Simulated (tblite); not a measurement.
# BF3: molecular dynamics

The run: molecular dynamics of BF3 (boron trifluoride), SMILES FB(F)F. Method and program: GFN2-xTB Langevin dynamics, gas phase (tblite 0.8.0).

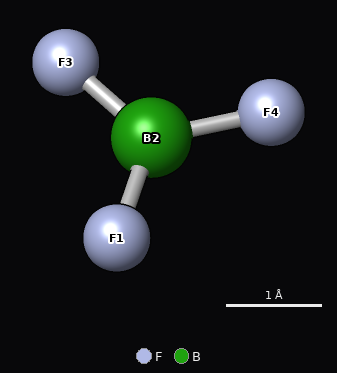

*The structure as given in the input (ball-and-stick view, seen at an oblique angle; atoms are numbered from 1 in the order of the input).*

Input file:
```
{"job": {"kind": "md", "xc": "GFN2-xTB", "basis": "xTB", "temperature": 600, "steps": 2000, "every": 50}, "charge": 0, "multiplicity": 1}
F     -1.105591    -0.560885     0.700206
B      0.002599     0.001294     0.316704
F      1.144974    -0.474101     0.716906
F     -0.031747     1.038466    -0.467115
```

The first line tells a small driver script what to run in tblite; the rest is the geometry in Å.

Launched with:
```bash
OMP_NUM_THREADS=1 python <driver script> task.json out
```

What the program printed:
```
t/fs     T/K      E/eV
    0.0   247.1   -423.80416
   25.0   288.0   -423.79657
   50.0   306.1   -423.73964
   75.0   565.5   -423.72259
  100.0   406.5   -423.50840
  125.0   927.8   -423.67486
  150.0   453.9   -423.42569
  175.0   951.6   -423.45267
  200.0  1318.8   -423.57172
  225.0  1048.5   -423.62986
  250.0   543.9   -423.39076
  275.0   312.0   -423.37926
  300.0  1090.9   -423.60342
  325.0   703.0   -423.58350
  350.0   329.7   -423.34964
  375.0   407.5   -423.42328
  400.0   877.3   -423.74977
  425.0   386.8   -423.71377
  450.0   301.9   -423.70247
  475.0   391.0   -423.62062
  500.0   571.0   -423.55743
  525.0   321.8   -423.54191
  550.0   287.9   -423.66449
  575.0   627.5   -423.61801
  600.0   356.7   -423.69744
  625.0   146.8   -423.47473
  650.0   546.8   -423.53972
  675.0   833.8   -423.69798
  700.0   496.6   -423.46588
  725.0   331.7   -423.57806
  750.0   668.9   -423.69835
  775.0   405.3   -423.68356
  800.0   350.1   -423.71250
  825.0   242.4   -423.70532
  850.0   294.8   -423.64723
  875.0   881.5   -423.64894
  900.0   613.1   -423.67402
  925.0   856.1   -423.67802
  950.0   984.0   -423.58691
  975.0   648.8   -423.54786
 1000.0   637.3   -423.51434
```

Trajectory as extended XYZ (Å, eV, eV/Å), 41 frames, from step=0 to step=40:
```
4
Properties=species:S:1:pos:R:3:forces:R:3 step=0 time_fs=0.0 energy=-423.80416 temperature=247.1
F    -1.1056   -0.5609    0.7002    0.0028   0.0024  -0.0013
B     0.0026    0.0013    0.3167   -0.0008  -0.0004  -0.0010
F     1.1450   -0.4741    0.7169   -0.0029   0.0028  -0.0018
F    -0.0317    1.0385   -0.4671    0.0009  -0.0047   0.0040
4
Properties=species:S:1:pos:R:3:forces:R:3 step=1 time_fs=25.0 energy=-423.79657 temperature=288.0
F    -1.0590   -0.6170    0.7551    0.0459  -0.0173  -0.1065
B    -0.0025   -0.0153    0.2949    0.3393   0.2153   0.2244
F     1.1903   -0.4221    0.6547   -0.3850   0.0664  -0.1859
F    -0.1207    1.0520   -0.4474   -0.0002  -0.2644   0.0679
4
Properties=species:S:1:pos:R:3:forces:R:3 step=2 time_fs=50.0 energy=-423.73964 temperature=306.1
F    -0.9813   -0.6673    0.8515   -0.4448   0.0428   0.3193
B    -0.0155    0.0482    0.3894    0.5920   0.1510  -1.3524
F     1.2147   -0.3488    0.5708   -0.0568   0.1806   0.2659
F    -0.2148    0.9927   -0.5137   -0.0904  -0.3744   0.7672
4
Properties=species:S:1:pos:R:3:forces:R:3 step=3 time_fs=75.0 energy=-423.72259 temperature=565.5
F    -0.8636   -0.6351    1.0237   -1.0216  -0.6043   0.3206
B    -0.0170   -0.0586    0.2585    0.1066   1.0849   0.0196
F     1.2274   -0.2295    0.5140    1.2139  -0.3655  -0.0436
F    -0.3441    0.9022   -0.5540   -0.2989  -0.1151  -0.2966
4
Properties=species:S:1:pos:R:3:forces:R:3 step=4 time_fs=100.0 energy=-423.50840 temperature=406.5
F    -0.8905   -0.5922    1.0977    1.3630   0.0959   0.3475
B     0.0550    0.0365    0.4253   -0.1609  -0.2610  -1.7401
F     1.3847   -0.1877    0.3347   -2.1951   0.2854   0.6719
F    -0.5152    0.7638   -0.5432    0.9930  -0.1203   0.7207
4
Properties=species:S:1:pos:R:3:forces:R:3 step=5 time_fs=125.0 energy=-423.67486 temperature=927.8
F    -0.7158   -0.6197    1.2697   -0.0393  -0.0823   0.3990
B    -0.0208    0.0144    0.4008    1.4511   0.4713  -2.0234
F     1.3001   -0.1048    0.2095   -1.1232  -0.1680   0.8697
F    -0.5625    0.7208   -0.5760   -0.2886  -0.2209   0.7547
4
Properties=species:S:1:pos:R:3:forces:R:3 step=6 time_fs=150.0 energy=-423.42569 temperature=453.9
F    -0.4259   -0.6165    1.2879   -2.5514  -0.6241   1.5957
B    -0.0388    0.0700    0.2820   -0.1241  -0.4638   0.2473
F     1.2122   -0.1340    0.2451    2.9714   0.7582  -1.5904
F    -0.7543    0.7154   -0.5618   -0.2959   0.3297  -0.2526
4
Properties=species:S:1:pos:R:3:forces:R:3 step=7 time_fs=175.0 energy=-423.45267 temperature=951.6
F    -0.5584   -0.6138    1.4349    1.6070   0.8591  -2.0965
B     0.0154   -0.0487    0.3268    0.6097   0.2761   0.3059
F     1.3554   -0.0097   -0.0452   -2.8688  -0.4595   1.2063
F    -0.7959    0.6560   -0.4437    0.6521  -0.6758   0.5842
4
Properties=species:S:1:pos:R:3:forces:R:3 step=8 time_fs=200.0 energy=-423.57172 temperature=1318.8
F    -0.4202   -0.6332    1.3861   -0.1289  -1.5017   1.9200
B     0.0109   -0.1034    0.3365    1.2037   1.8713  -1.9728
F     1.2235    0.0065   -0.1639    0.0520  -0.8738   0.6950
F    -0.7992    0.6906   -0.2817   -1.1268   0.5042  -0.6422
4
Properties=species:S:1:pos:R:3:forces:R:3 step=9 time_fs=225.0 energy=-423.62986 temperature=1048.5
F    -0.2315   -0.7497    1.2713   -1.2815  -1.2832   2.2280
B    -0.0338    0.0501    0.3233    1.4493   0.4009  -1.6490
F     1.1674   -0.1638   -0.1888   -0.3328   0.8443  -0.5713
F    -0.9065    0.8899   -0.1350    0.1650   0.0380  -0.0077
4
Properties=species:S:1:pos:R:3:forces:R:3 step=10 time_fs=250.0 energy=-423.39076 temperature=543.9
F    -0.2492   -0.8486    1.2494   -0.0690  -0.1892   0.5979
B     0.0178    0.0587    0.3918    0.7633   0.7299  -3.0142
F     1.1808   -0.1640   -0.4024   -2.7547   0.9558   1.8472
F    -0.9316    0.9841    0.0616    2.0605  -1.4964   0.5691
4
Properties=species:S:1:pos:R:3:forces:R:3 step=11 time_fs=275.0 energy=-423.37926 temperature=312.0
F    -0.2397   -0.8182    1.2618   -0.5472  -3.9802   4.1024
B    -0.0530   -0.1069    0.3047    2.9369   3.4609  -4.5255
F     1.0451   -0.0642   -0.4904   -1.0679  -0.7867   0.8555
F    -0.7649    0.9481    0.1866   -1.3219   1.3060  -0.4324
4
Properties=species:S:1:pos:R:3:forces:R:3 step=12 time_fs=300.0 energy=-423.60342 temperature=1090.9
F    -0.1375   -0.9552    1.2194   -0.1416   0.7559   0.1243
B     0.0285    0.0532    0.4109    0.0028   0.0419  -2.1708
F     0.9379   -0.1653   -0.5763   -1.0868   0.6406   1.4307
F    -0.8062    1.0954    0.2543    1.2256  -1.4384   0.6159
4
Properties=species:S:1:pos:R:3:forces:R:3 step=13 time_fs=325.0 energy=-423.58350 temperature=703.0
F    -0.1606   -1.0034    1.1449   -0.0287  -0.0262   0.3677
B     0.0481   -0.0016    0.3706   -0.8150   2.0316  -1.6852
F     0.8809   -0.1398   -0.6702   -0.9267   0.3791   1.3515
F    -0.7377    1.1497    0.4458    1.7703  -2.3845  -0.0340
4
Properties=species:S:1:pos:R:3:forces:R:3 step=14 time_fs=350.0 energy=-423.34964 temperature=329.7
F    -0.2116   -0.9645    1.0581   -0.9653  -5.9378   4.3187
B    -0.0857   -0.0703    0.2787    1.9557   4.8526  -3.9126
F     0.7844   -0.0835   -0.6986   -0.0792  -0.3683  -0.4699
F    -0.5143    1.0933    0.6133   -0.9112   1.4535   0.0638
4
Properties=species:S:1:pos:R:3:forces:R:3 step=15 time_fs=375.0 energy=-423.42328 temperature=407.5
F    -0.3016   -1.1379    0.9457    0.0613   0.7417   0.3426
B     0.0380   -0.0037    0.4162    0.0130   1.6768  -2.4141
F     0.6691   -0.1237   -0.8213   -1.0396   0.5015   2.5189
F    -0.3797    1.2695    0.7698    0.9653  -2.9200  -0.4474
4
Properties=species:S:1:pos:R:3:forces:R:3 step=16 time_fs=400.0 energy=-423.74977 temperature=877.3
F    -0.3692   -1.1009    0.8436   -0.7356  -1.4644   1.1027
B    -0.0224    0.0019    0.3369    0.7181   1.4515  -0.8598
F     0.5812   -0.0553   -0.8166    0.1027   0.2601  -0.2575
F    -0.1905    1.1610    0.9125   -0.0853  -0.2473   0.0146
4
Properties=species:S:1:pos:R:3:forces:R:3 step=17 time_fs=425.0 energy=-423.71377 temperature=386.8
F    -0.4933   -1.0835    0.9003    0.0845  -0.4378  -0.5064
B    -0.0041   -0.0561    0.2859    0.2707   1.4045   0.3065
F     0.5170    0.0527   -0.9103   -0.3331  -0.6992   0.3572
F    -0.0126    1.0685    0.9785   -0.0220  -0.2675  -0.1573
4
Properties=species:S:1:pos:R:3:forces:R:3 step=18 time_fs=450.0 energy=-423.70247 temperature=301.9
F    -0.4375   -1.1066    0.8682    0.1795   0.2676  -0.3924
B     0.0032   -0.0210    0.2984    0.2933   1.4322   0.2648
F     0.3394    0.0362   -0.9879   -0.3866  -0.0931   1.4763
F     0.1049    1.0878    1.0810   -0.0862  -1.6066  -1.3488
4
Properties=species:S:1:pos:R:3:forces:R:3 step=19 time_fs=475.0 energy=-423.62062 temperature=391.0
F    -0.3796   -1.1361    0.7883   -1.0244  -2.8489   1.8256
B    -0.0085   -0.0331    0.3730    1.0335   3.2579  -1.2295
F     0.1658    0.0859   -0.9025    0.1638   0.0513  -1.1344
F     0.2272    1.0742    1.0334   -0.1729  -0.4603   0.5383
4
Properties=species:S:1:pos:R:3:forces:R:3 step=20 time_fs=500.0 energy=-423.55743 temperature=571.0
F    -0.3244   -1.1027    0.8853   -0.7015  -2.5878   1.0157
B     0.0242   -0.0766    0.2822    0.9021   4.6721   0.2603
F     0.0340    0.1190   -1.0029    0.0768  -0.2727   0.2341
F     0.2850    1.0328    1.0891   -0.2774  -1.8117  -1.5102
4
Properties=species:S:1:pos:R:3:forces:R:3 step=21 time_fs=525.0 energy=-423.54191 temperature=321.8
F    -0.2209   -1.1350    0.9989   -0.1546  -0.0785  -0.8394
B    -0.0487   -0.0719    0.2774    1.0139   2.5848   0.1665
F     0.0023    0.1356   -1.0519   -0.2935  -0.8653   1.9570
F     0.2550    1.0457    1.0270   -0.5658  -1.6410  -1.2841
4
Properties=species:S:1:pos:R:3:forces:R:3 step=22 time_fs=550.0 energy=-423.66449 temperature=287.9
F    -0.1739   -1.1198    0.8820   -0.5005  -3.3083   1.8297
B     0.0071   -0.0312    0.3317    0.4509   3.0992  -0.7266
F    -0.0467    0.0789   -0.9412   -0.0379   0.0298  -1.4839
F     0.2248    1.0641    1.0024    0.0874   0.1792   0.3808
4
Properties=species:S:1:pos:R:3:forces:R:3 step=23 time_fs=575.0 energy=-423.61801 temperature=627.5
F    -0.2108   -1.2281    0.7885    0.0147  -0.0428   0.3949
B    -0.0035   -0.0453    0.3344    0.4954   2.7188   0.2938
F    -0.0172    0.1716   -0.9609    0.0048  -0.1499   0.5973
F     0.2382    1.0875    1.1138   -0.5149  -2.5261  -1.2859
4
Properties=species:S:1:pos:R:3:forces:R:3 step=24 time_fs=600.0 energy=-423.69744 temperature=356.7
F    -0.2579   -1.2389    0.7431    0.0690   1.2507  -0.5154
B    -0.0447   -0.0019    0.3174    0.6992   0.3890  -0.1247
F    -0.0323    0.3035   -0.9890   -0.1740  -0.4829   1.7169
F     0.3240    0.9414    1.1967   -0.5942  -1.1568  -1.0768
4
Properties=species:S:1:pos:R:3:forces:R:3 step=25 time_fs=625.0 energy=-423.47473 temperature=146.8
F    -0.2369   -1.1462    0.6871   -0.6892  -3.9251   0.7941
B     0.0969   -0.0270    0.2669   -0.0153   1.5136   1.6620
F    -0.0876    0.3319   -0.9075   -0.0725   0.9080  -3.3653
F     0.2778    0.8347    1.1999    0.7769   1.5035   0.9092
4
Properties=species:S:1:pos:R:3:forces:R:3 step=26 time_fs=650.0 energy=-423.53972 temperature=546.8
F    -0.1764   -1.2641    0.5703    0.0311  -0.0161   1.0801
B    -0.0319    0.0059    0.3611    0.8720   1.4695   0.5182
F    -0.1421    0.2780   -0.9110    0.0144   0.8002   0.1712
F     0.3455    0.9876    1.2668   -0.9174  -2.2536  -1.7696
4
Properties=species:S:1:pos:R:3:forces:R:3 step=27 time_fs=675.0 energy=-423.69798 temperature=833.8
F    -0.0973   -1.2392    0.6499   -0.4302  -1.2920   0.2339
B    -0.1067   -0.0091    0.3214    1.3102   1.2302   0.4053
F    -0.1529    0.3828   -0.9038   -0.4698   0.0599  -0.7263
F     0.3198    0.8661    1.2021   -0.4103   0.0020   0.0871
4
Properties=species:S:1:pos:R:3:forces:R:3 step=28 time_fs=700.0 energy=-423.46588 temperature=496.6
F    -0.0014   -1.2459    0.7288    0.0256  -1.7056  -0.7594
B     0.0969   -0.0709    0.2406   -1.2352   1.5398  -0.6933
F    -0.2798    0.4900   -0.9048    0.4906  -1.3216   0.3046
F     0.2355    0.8007    1.1703    0.7190   1.4874   1.1481
4
Properties=species:S:1:pos:R:3:forces:R:3 step=29 time_fs=725.0 energy=-423.57806 temperature=331.7
F     0.1594   -1.2685    0.5503   -0.2584   0.7911   0.5988
B    -0.0830    0.0127    0.3672    1.2293   0.6718  -0.2009
F    -0.3686    0.2889   -0.9004   -0.0669   0.3797   1.2413
F     0.2657    0.9770    1.2726   -0.9040  -1.8427  -1.6391
4
Properties=species:S:1:pos:R:3:forces:R:3 step=30 time_fs=750.0 energy=-423.69835 temperature=668.9
F     0.1924   -1.1879    0.6276    0.2597  -0.5990   0.4411
B     0.0079    0.0504    0.2962    0.3010   0.0598   1.2735
F    -0.4653    0.2027   -0.8871   -0.2292   0.9331  -0.5810
F     0.2778    0.9613    1.2223   -0.3314  -0.3939  -1.1337
4
Properties=species:S:1:pos:R:3:forces:R:3 step=31 time_fs=775.0 energy=-423.68356 temperature=405.3
F     0.2302   -1.2218    0.7014    0.2342  -0.7152   0.1293
B     0.0315   -0.0252    0.2775    0.8723   0.6902   2.7949
F    -0.5299    0.2444   -0.7975   -1.3240   0.3400  -2.9577
F     0.2914    0.9967    1.0691    0.2175  -0.3149   0.0335
4
Properties=species:S:1:pos:R:3:forces:R:3 step=32 time_fs=800.0 energy=-423.71250 temperature=350.1
F     0.3206   -1.1980    0.7661   -0.7207   1.2072  -0.6745
B    -0.0655    0.0026    0.3064    1.5785  -0.3279   1.3946
F    -0.6582    0.1619   -0.8262   -0.1793  -0.0603   0.0245
F     0.3844    1.0394    1.0164   -0.6785  -0.8191  -0.7446
4
Properties=species:S:1:pos:R:3:forces:R:3 step=33 time_fs=825.0 energy=-423.70532 temperature=242.4
F     0.3519   -1.1088    0.7731    0.1966  -0.1852  -0.0587
B     0.0198    0.0515    0.2598    0.5193  -0.9860   1.5123
F    -0.7609    0.0097   -0.7441   -0.6233   0.5900  -1.0658
F     0.4071    1.0746    0.9535   -0.0927   0.5812  -0.3878
4
Properties=species:S:1:pos:R:3:forces:R:3 step=34 time_fs=850.0 energy=-423.64723 temperature=294.8
F     0.4286   -1.1600    0.8512   -0.8623   1.7498  -0.3623
B    -0.0678    0.0157    0.3836    1.1235  -2.3202  -0.2582
F    -0.7170    0.0049   -0.7314   -0.6226  -0.3151  -0.3494
F     0.3362    1.1516    0.7926    0.3614   0.8855   0.9700
4
Properties=species:S:1:pos:R:3:forces:R:3 step=35 time_fs=875.0 energy=-423.64894 temperature=881.5
F     0.2826   -1.1063    1.0635   -0.2783   1.5672  -1.6464
B     0.0638   -0.0277    0.2606   -0.3749  -0.5531   1.5671
F    -0.6297   -0.0296   -0.8415    0.3639  -0.5887   0.1476
F     0.3198    1.1571    0.7602    0.2893  -0.4255  -0.0683
4
Properties=species:S:1:pos:R:3:forces:R:3 step=36 time_fs=900.0 energy=-423.67402 temperature=613.1
F     0.0389   -0.9768    1.1249   -0.4930  -0.4599   0.3371
B    -0.1260    0.0353    0.3319    1.4255  -0.1517  -0.0772
F    -0.3779   -0.1854   -0.9206   -0.4630   0.2242  -0.1064
F     0.4194    1.1475    0.7374   -0.4695   0.3874  -0.1535
4
Properties=species:S:1:pos:R:3:forces:R:3 step=37 time_fs=925.0 energy=-423.67802 temperature=856.1
F    -0.2837   -0.9809    1.1832    0.4054   0.8106  -0.2079
B     0.0287   -0.0137    0.3577   -0.1056   0.9429  -1.0372
F    -0.2642   -0.1991   -0.9373    0.3939   0.1885   1.3694
F     0.5405    1.1930    0.6810   -0.6937  -1.9420  -0.1243
4
Properties=species:S:1:pos:R:3:forces:R:3 step=38 time_fs=950.0 energy=-423.58691 temperature=984.0
F    -0.4403   -0.7763    1.2422   -1.2826  -2.4481   1.9550
B     0.0154   -0.0792    0.3231    0.6326   1.8795  -1.8684
F    -0.0932   -0.2177   -0.9553   -0.2849  -0.9135  -0.6951
F     0.5341    1.0440    0.6599    0.9349   1.4821   0.6084
4
Properties=species:S:1:pos:R:3:forces:R:3 step=39 time_fs=975.0 energy=-423.54786 temperature=648.8
F    -0.5841   -0.6815    1.2802   -0.3821  -0.4034  -0.6930
B    -0.0759   -0.0116    0.2927    1.6145   0.6989  -1.1119
F     0.0307   -0.3709   -1.0323   -0.5188   0.5711   2.7367
F     0.6065    1.0645    0.7162   -0.7135  -0.8666  -0.9319
4
Properties=species:S:1:pos:R:3:forces:R:3 step=40 time_fs=1000.0 energy=-423.51434 temperature=637.3
F    -0.7094   -0.6374    1.1403   -0.9063  -0.5258   2.0823
B     0.0787    0.0252    0.4121   -0.0912  -0.8887  -3.7239
F     0.0927   -0.5589   -0.8379    0.6862   1.1541   1.3208
F     0.5820    1.1879    0.5933    0.3113   0.2604   0.3208
```

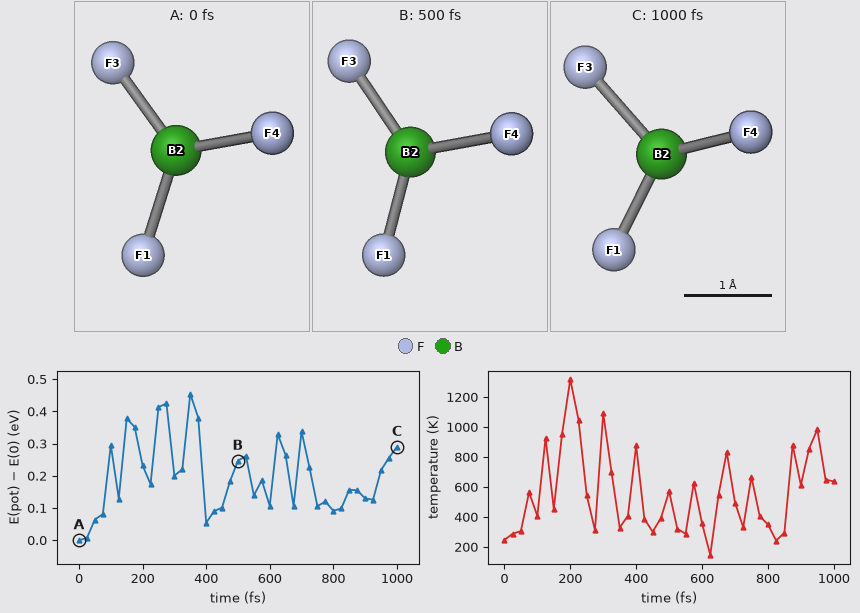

*Frames of the molecular dynamics (ball-and-stick, seen at a tilt) above the curves, on which the letters mark them.*

The trajectory kept here has 41 frames over 1000 fs. The temperature starts at 247 K, ranges from 147 to 1319 K and averages 529 K over the second half. The potential energy ends 0.290 eV above its first value. After an unweighted best fit of the last frame on the first, the root-mean-square displacement is 0.09 Å.

Key numbers:

```tsv
quantity	value
outcome	finished
mean temperature over the second half	529 K
trajectory	41 frames kept, 1000 fs
hardware	1 CPU thread, shared host
wall time	12 s
peak memory	0.18 GiB
```
